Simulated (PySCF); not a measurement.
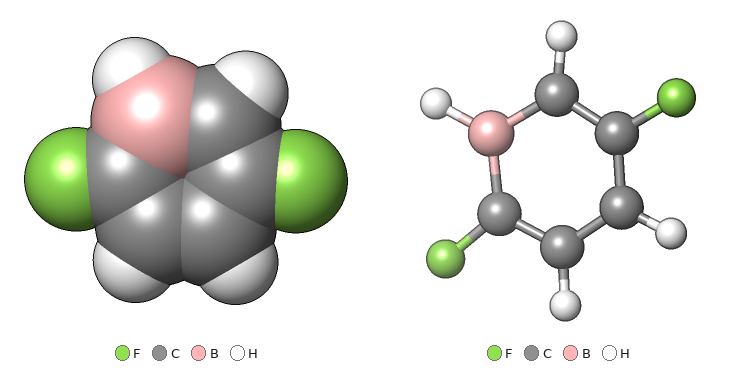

The same structure drawn twice, from different directions.

The species has charge −1 and is a spin singlet. The computed structure is the end point of a PBE0-D3(BJ)/def2-SVP optimisation. No frequency run is at hand to confirm it as a minimum.

What does the picture show?

Formula C5H4BF2(-). Its SMILES string is `Fc1[bH-]cc(F)cc1`. Independent rings (smallest set): 1 of 6 members, 1 of them aromatic. Among its groups: C–F bond. The point group is Cs. All atoms lie on one plane. Coordination: 5 C trigonal planar; 1 B trigonal planar.

The parts below concern this one geometry. Atoms keep their numbers from picture to picture.

**Shape**

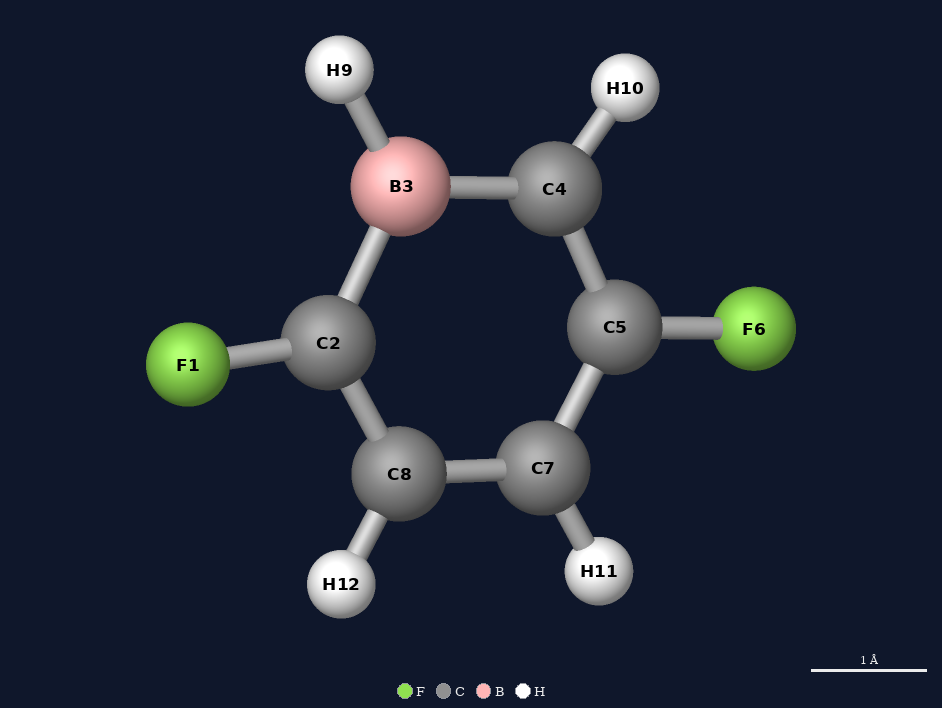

No frequency run is at hand to confirm it as a minimum.

Give these bond angles: F1–C2–C8, C2–B3–C4, C2–C8–C7, C2–C8–H12, B3–C2–C8, B3–C4–C5, B3–C4–H10, C4–B3–H9, C4–C5–F6, C5–C4–H10, C7–C8–H12, C8–C7–H11.

```
    angle  degrees
 F1–C2–C8    115.4
 C2–B3–C4    113.7
 C2–C8–C7    121.3
C2–C8–H12    119.0
 B3–C2–C8    122.0
 B3–C4–C5    119.4
B3–C4–H10    124.9
 C4–B3–H9    123.6
 C4–C5–F6    119.1
C5–C4–H10    115.7
C7–C8–H12    119.7
C8–C7–H11    121.5
```

**NMR shielding**

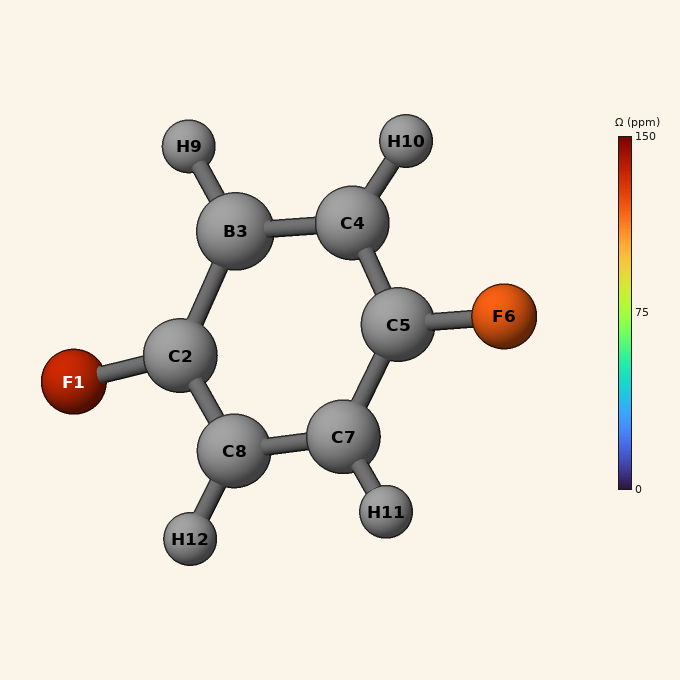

The F atoms are coloured by the span of their shielding tensor. No frequency run is at hand to confirm it as a minimum. Level of theory: GIAO PBE0/pcSseg-1 NMR shielding, non-relativistic, IEF-PCM chloroform (PySCF 2.14.0). Principal shieldings σ11 ≤ σ22 ≤ σ33, span Ω = σ33 − σ11, skew κ = 3(σiso − σ22)/Ω.

**Which F atom has the most anisotropic shielding?**

F1, with a span of 134 ppm.

Give the shielding tensors of the F atoms.

| atom | σ11 | σ22 | σ33 | σiso | Ω | κ |
| --- | --- | --- | --- | --- | --- | --- |
| F1 | 255.4 | 324.7 | 389.3 | 323.1 | 133.9 | −0.04 |
| F6 | 217.8 | 319.9 | 336.8 | 291.5 | 119.0 | −0.72 |

Shieldings and span in ppm.

**Bond orders**

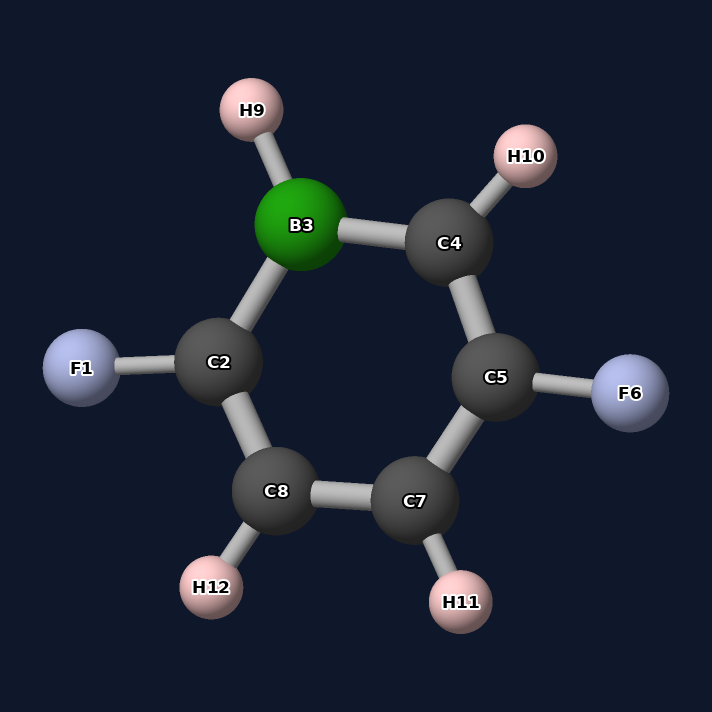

The thickness of each stick grows with its Mayer bond order. No frequency run is at hand to confirm it as a minimum. Computed with PBE0/pcSseg-1 in chloroform (IEF-PCM) (PySCF 2.14.0).

List the Mayer bond orders of F1–C2, C2–B3, C2–C8, B3–C4, B3–H9, C4–C5, C4–H10, C5–F6, C5–C7, C7–C8, C7–H11, C8–H12.

```
  bond  Mayer order  length (Å)
 F1–C2         0.78       1.376
 C2–B3         1.22       1.514
 C2–C8         1.50       1.386
 B3–C4         1.25       1.509
 B3–H9         0.96       1.224
 C4–C5         1.50       1.389
C4–H10         0.94       1.098
 C5–F6         0.86       1.368
 C5–C7         1.43       1.392
 C7–C8         1.35       1.406
C7–H11         0.95       1.093
C8–H12         0.95       1.098
```

**Quadrupole coupling**

No frequency run is at hand to confirm it as a minimum. Electric field gradients from the ground-state density, PBE0/pcSseg-1 in chloroform (IEF-PCM) (PySCF 2.14.0), non-relativistic apart from any core potentials.

Give the largest field-gradient component, the quadrupole coupling constant and the asymmetry for 11B at B3 (Q = 40.59 mb), 2H at H9 (Q = 2.86 mb), 2H at H10 (Q = 2.86 mb).

```
atom  V_zz (a.u.)  e²qQ/h (MHz)     η
  B3        0.281          2.68  0.25
  H9        0.203         0.136  0.01
 H10        0.312         0.209  0.05
```
